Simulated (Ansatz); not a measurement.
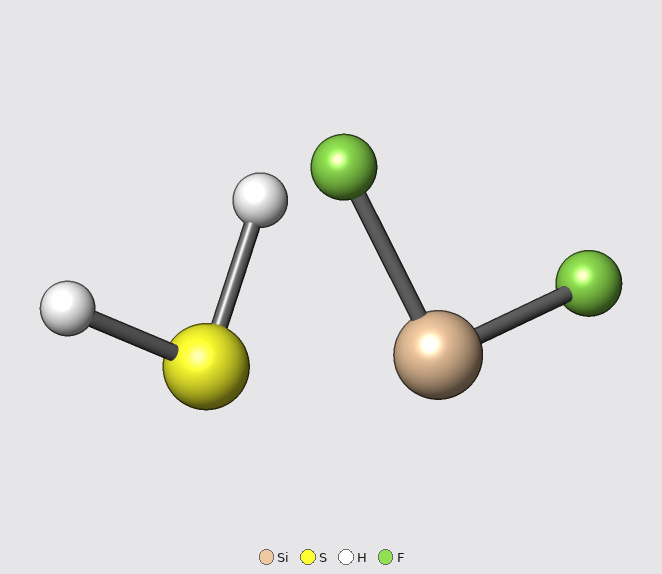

Sticks follow a distance rule. Harmonic vibrations computed with RKS PBE0-D4/def2-TZVP (Ansatz 0.2.0) at a stationary point of the same level.

Is this a minimum or a saddle point?

A minimum: no imaginary frequency, and the lowest mode lies at 42 cm⁻¹.

List the wavenumbers.

12 modes: 42, 106, 115, 187, 316, 355, 381, 815, 823, 1200, 2716, 2731 cm⁻¹.
